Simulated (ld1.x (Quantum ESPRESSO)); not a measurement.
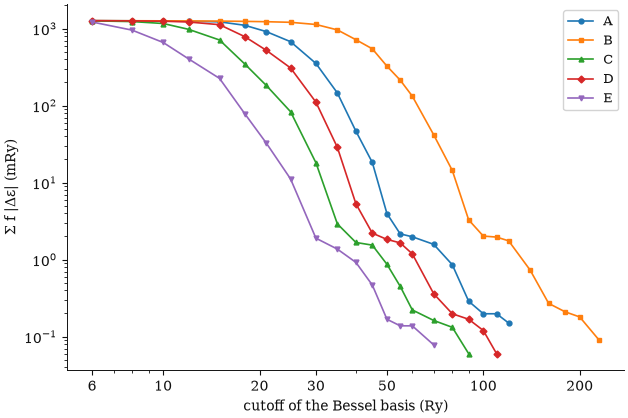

The occupation-weighted error of the valence levels in a spherical-Bessel basis for 5 variants of one potential.

Base settings:

Input of ld1.x (Quantum ESPRESSO) 7.5:

```
 &input
   title='V', zed=23., rel=2, dft='PBE', iswitch=3,
   config='[Ar] 3d3 4s2 4p0', rel_dist='average',
   nld=5, rlderiv=3.50, eminld=-2.0, emaxld=5.0, deld=0.02
 /
 &inputp
   pseudotype=3, tm=.true., lloc=-2, rcloc=2.55,
   nlcc=.true., rcore=1.05,
   which_augfun='PSQ', rmatch_augfun_nc=.true.,
   file_pseudopw='V.UPF', file_wfcaegen='ae.wfc', file_wfcncgen='nc.wfc', file_beta='beta', file_chi='chi', file_wfcusgen='us.wfc'
 /
6
4S  1  0   2.00   0.00  2.40  3.20  0.0
4S  1  0   0.00   1.80  2.40  3.20  0.0
4P  2  1   0.00   0.00  0.90  1.10  0.0
4P  2  1   0.00   1.80  0.90  1.10  0.0
3D  3  2   3.00   0.00  1.10  1.25  0.0
3D  3  2   0.00   0.75  1.10  1.25  0.0
 &test
   configts(1)='3d3 4s2 4p0'
 /
```

Run as:
```bash
ld1.x < V.in > V.out
```

Functional and relativity: PBE, fully relativistic.

### The variants differ in the radius of the d channel: 1.08 bohr, 1.40 bohr, 1.56 bohr, 1.70 bohr, 1.90 bohr. Which curve belongs to which value?

A: 1.40 bohr; B: 1.08 bohr; C: 1.70 bohr; D: 1.56 bohr; E: 1.90 bohr.

Of the 6 potentials behind this page, the base run counted, 6 are unsound (ghost states, missed reference levels or an overlap that isn't positive definite).
